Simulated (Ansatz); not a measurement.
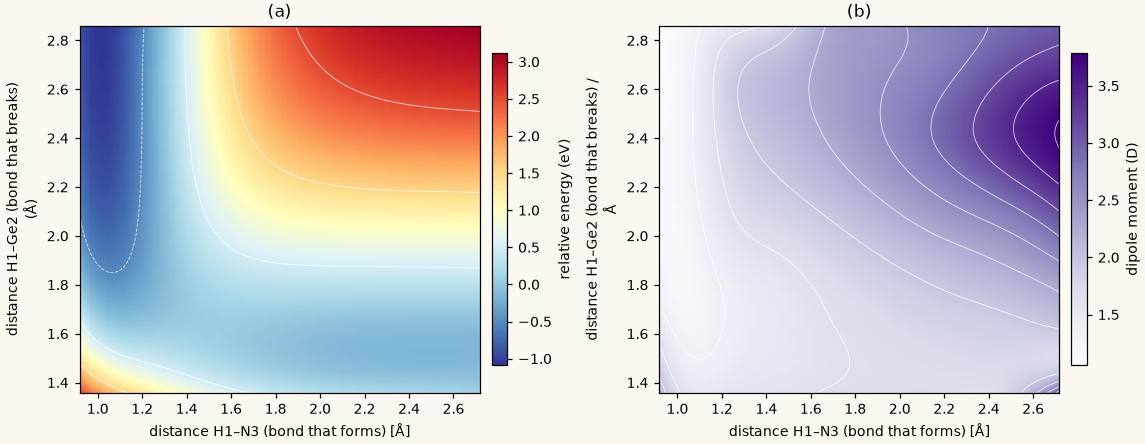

The reacting system GeH6N (fragments GeH₄ + H₂N where the first distance is long, H₃N + GeH₃ where the second is long), spin multiplicity 2. 
- First axis: distance H1–N3 (bond that forms). Second axis: distance H1–Ge2 (bond that breaks).
- Relaxed at each point: all other coordinates.
- The grid has 9 × 9 points.
- Points are written as (first, second).
- Energies: eV, counted from a guessed transition structure relaxed with its forming and breaking bonds held.
- In part of the range the unrestricted reference is strongly spin-contaminated.
- The calculation used UKS BHLYP-D4/def2-SVP (Ansatz).

Panel (a) is the energy and panel (b) the computed dipole moment on the same grid.

Drawn: a smooth colour map with a few white contour lines. Between grid points the surface is interpolated.

**How does the dipole moment vary over the map, and what is it at the lowest grid point?**

Leaving out the highest fifth of the energies, it runs from 1.06 D at (0.918 Å, 2.859 Å) to 3.41 D at (2.718 Å, 2.193 Å). At the lowest grid point, (1.052 Å, 2.859 Å), it is 1.26 D. That point lies on the edge of the scan.

```csv
"second ↓, first →",0.918,1.052,1.236,1.446,1.675,1.918,2.174,2.441,2.718
2.859,1.06,1.26,1.52,1.74,2.27,2.46,2.69,2.88,3.07
2.628,1.10,1.29,1.87,2.12,2.33,2.53,2.78,3.15,3.47
2.406,1.14,1.31,1.81,2.06,2.27,2.53,2.89,3.33,3.78
2.193,1.16,1.28,1.70,1.90,2.08,2.31,2.61,2.94,3.41
1.990,1.17,1.21,1.55,1.70,1.86,2.04,2.24,2.44,2.83
1.799,1.24,1.19,1.41,1.55,1.70,1.83,1.96,2.10,2.31
1.624,1.51,1.25,1.38,1.51,1.63,1.73,1.80,1.86,1.96
1.470,1.84,1.40,1.46,1.54,1.62,1.69,1.72,1.75,1.78
1.359,2.15,1.56,1.56,1.59,1.67,1.70,1.71,1.71,2.97
```
